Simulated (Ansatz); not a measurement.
A series of calculations on CH6LiOSi

**1. Relaxation**

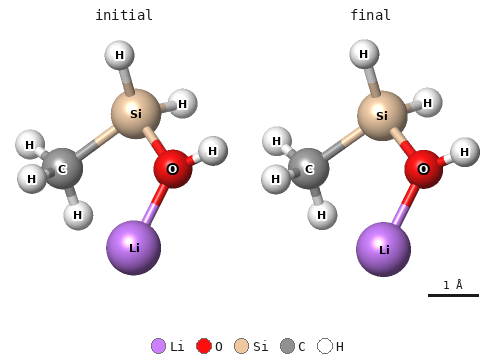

The structure of CH$_{6}$LiOSi (charge +1) before (left) and after (right) a relaxation, at one scale.

Style: ball-and-stick. Shown at a tilt.

The run prepares an end point of a later path (torsion) calculation, from a guessed geometry.

All numbers below come from RKS PBE/6-31G* (Ansatz). (no spin polarisation; force threshold 0.015 eV/Å; at most 40 steps)

### Describe what moved and what it gained.

The largest move after the best rigid fit is that of an H atom, 0.13 Å. Largest moves by element: H 0.13 Å, Li 0.11 Å, O 0.10 Å, Si 0.04 Å, C 0.02 Å. Near-neighbour distances that change, for instance: C–Li 2.762 → 2.882 Å, O–Si 1.707 → 1.755 Å, Li–O 1.790 → 1.826 Å, H–Si 1.460 → 1.491 Å. Bond angles that change, for instance: Si–O–H 111.0° → 115.9°, O–Si–C 96.0° → 100.5°, H–Si–H 116.1° → 112.4°. After 5 geometry steps the energy has fallen by 3.00 kcal/mol. The largest force component goes from 1.1 to 0.0093 eV/Å.

**2. Relaxation**

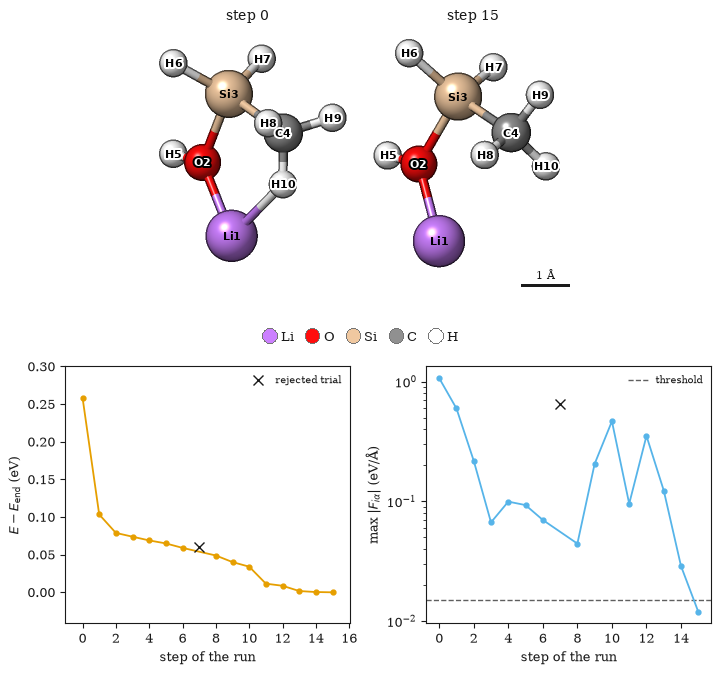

First and last geometry of a relaxation of CH$_{6}$LiOSi (charge +1), with the history of the run. The picture is a ball-and-stick view, seen from a free direction.

The run prepares an end point of a later path (torsion) calculation, from a guessed geometry.

These are results of Ansatz 0.2.0, RKS PBE/6-31G*, not measurements.

The input:
```yaml
crystal:
  periodic: [false, false, false]
  atoms:
    - { symbol: Li, position_ang: [-0.87177, -1.91008, -0.75396] }
    - { symbol: O, position_ang: [-0.18004, -0.40269, -1.4262] }
    - { symbol: Si, position_ang: [0.34965, 0.7929, -0.32938] }
    - { symbol: C, position_ang: [-0.07122, -0.17755, 1.24242] }
    - { symbol: H, position_ang: [-0.04744, -0.11888, -2.33484] }
    - { symbol: H, position_ang: [-0.49005, 1.96482, -0.56049] }
    - { symbol: H, position_ang: [1.7793, 0.96965, -0.56578] }
    - { symbol: H, position_ang: [-0.83338, 0.33596, 1.83408] }
    - { symbol: H, position_ang: [0.8174, -0.34236, 1.85889] }
    - { symbol: H, position_ang: [-0.47026, -1.15669, 1.00275] }
total_charge: 1
basis:
  gaussian: { orbitals: "6-31G*" }
hamiltonian:
  xc: pbe
relax:
  f_tol: 0.015
  max_steps: 40
output:
  orbitals: {}
```

Launched with:
```bash
ansatz run input.yaml --threads 1 --pin off --max-ram 2048MiB --backend cpu --events-out ev --progress --plain --runs-dir out
```

### Read the history and describe the run.

It converged. Over 14 accepted moves (15 points after the start) the energy falls by 0.259 eV. Largest force component: 1.1 eV/Å at the start, 0.012 eV/Å at the end. The line search rejected the trial step at point 7 of the run. The largest move after the best rigid fit is that of H10, 0.94 Å. Largest moves by element: H 0.94 Å, Li 0.40 Å, O 0.19 Å, Si 0.12 Å, C 0.07 Å. Among the contacts that change: Li1–H10 1.953 → 2.864 Å, Li1–C4 2.762 → 3.006 Å, O2–Si3 1.707 → 1.758 Å, Li1–O2 1.790 → 1.825 Å. Bonds break, among them: Li1–H10 (1.95 → 2.86 Å). Among the angles between lasting bonds that change: O2–Si3–C4 96.0° → 101.4°, Li1–O2–H5 131.1° → 126.9°, H6–Si3–H7 116.1° → 112.2°. Groups turn about Si3–C4 by about 60°. Cost: 98 s on 1 thread of Intel(R) Xeon(R) Processor @ 2.50GHz (Skylake/Cascade Lake), with other jobs on the host, peak memory 0.16 GiB.

**3. Path**

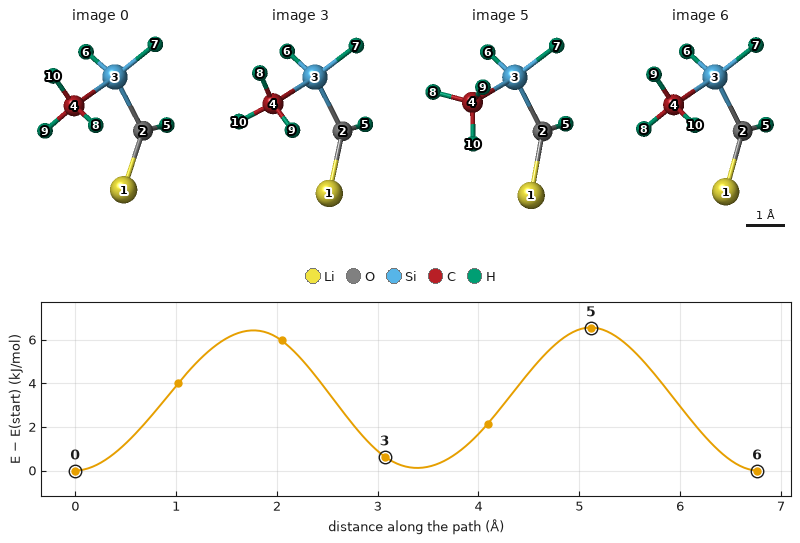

A nudged-elastic-band calculation for CH$_{6}$LiOSi (charge +1). Images are numbered from 0 (start) to 6 (end). Style: ball-and-stick. Shown from a free direction.

The calculation used RKS PBE/6-31G* in Ansatz. Set-up: 5 movable images; climbing image; force threshold 0.03 eV/Å; iteration limit 60; starting path through a guess of the saddle point.

Read off the barrier and say what moves.

The path has more than one stage, and so few images may leave a stage unresolved. No bond forms or breaks between the ends. Among the angles between lasting bonds that change up to the highest image: Li1–O2–Si3 115.2° → 125.4°, Li1–O2–H5 129.0° → 122.1°. The barrier is about 6.6 kJ/mol in both directions, with image 5 at the top; the ends have the same energy. The profile has 2 maxima (images 2, 5) with a dip at image 3 (+0.6 kJ/mol), so the process runs in steps. The band converged in 20 iterations. The largest component of the band force went from 250 to 0.022 eV/Å. The climbing image converged on the top of the path. Its vibrational analysis gives one imaginary mode (171i cm⁻¹), as a transition state must have.

Cost: 8.3 min on 1 thread of Intel(R) Xeon(R) Processor @ 2.50GHz (Skylake/Cascade Lake), with other jobs on the host, peak memory 0.15 GiB.
